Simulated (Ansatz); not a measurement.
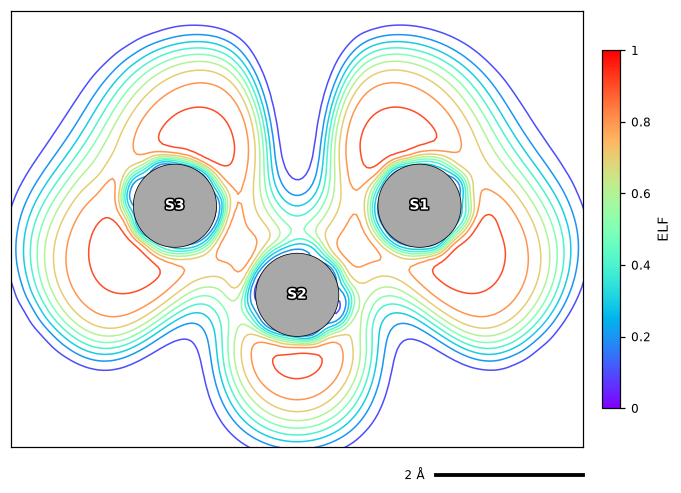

Figure 1: H2S3 (SMILES SSS). ELF on the plane of atoms S1, S2 and S3. Grey discs cover the atomic cores.

Geometry: PBE0-D4/def2-TZVP.

Method: RKS PBE0-D4/def2-TZVPP in Ansatz 0.2.0.

```xyz
5

S    -1.5697   -0.7572    0.0624
S    -0.3741    0.7540    0.7479
S     1.5439    0.0484    0.8271
H    -1.4758   -0.4973   -1.2565
H     1.9255    0.3784   -0.4224
```

Interpret the plot.

Answer. The plane passes through S nuclei. S–S (2.05 Å): the ELF peaks at about 0.85 between the atoms; a shared electron pair. The ELF also peaks beside S2, S1 and S3, away from the bonds: lone-pair regions.
